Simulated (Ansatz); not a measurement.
Base system: Cs₂AgBiBr₆ (space group Fm-3m, No. 225; a = 10.9963 Å). Axes: x, y, z lie along the cube axes.

Now apply this change: the cell is stretched by 3.00 % along z with no lateral relaxation; the atoms relax in the strained cell.

All numbers come from Kohn–Sham DFT with the LDA functional, run in Ansatz (a quantum-chemistry and plane-wave program) with PAW and 420 eV plane waves, no spin-orbit coupling.

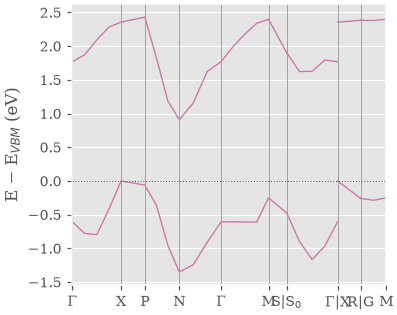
*Highest valence and lowest conduction band along the path of the changed cell's own zone*

The gap is 0.91 eV, indirect, X → N; the base has 0.94 eV.

With Bi present, leaving out spin-orbit coupling can change the band edges. Whether these cells are dynamically stable was not tested. k-point labels follow each cell's own Brillouin zone.
